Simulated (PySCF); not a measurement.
C8H6OSe, SMILES c1coc(-c2ccc[se]2)c1 at its GFN2-xTB optimised geometry (Å):

```
16

C     -0.7356    -2.9435     0.0000
C      0.6257    -2.9435     0.0000
O      1.0978    -1.6869     0.0000
C      0.0311    -0.8541     0.0000
C      0.3186     0.5467     0.0000
C     -0.5360     1.6148     0.0000
C      0.1035     2.8735     0.0000
C      1.4614     2.8255     0.0000
Se     2.1129     1.0878     0.0000
C     -1.1301    -1.5863     0.0000
H     -1.3792    -3.7993     0.0000
H      1.3439    -3.7392     0.0000
H     -1.6062     1.5013     0.0000
H     -0.4472     3.7993     0.0000
H      2.1295     3.6671     0.0000
H     -2.1295    -1.2034     0.0000
```

Computed with CAM-B3LYP/def2-TZVP run with PySCF. Cells within 0.4 Å of a nucleus heavier than hydrogen are left out (blank, or x).

Map of the deformation density (molecule minus spherical neutral atoms) (e/bohr³) on the plane z = 0.0 Å:

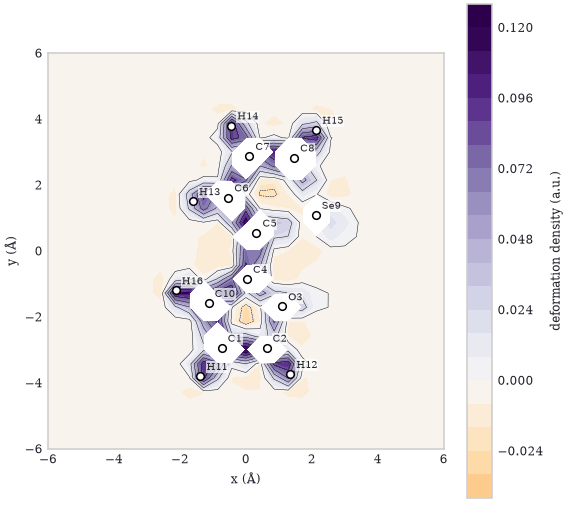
Deformation density (molecule minus spherical neutral atoms) (e/bohr³) on the plane z = 0.0 Å.
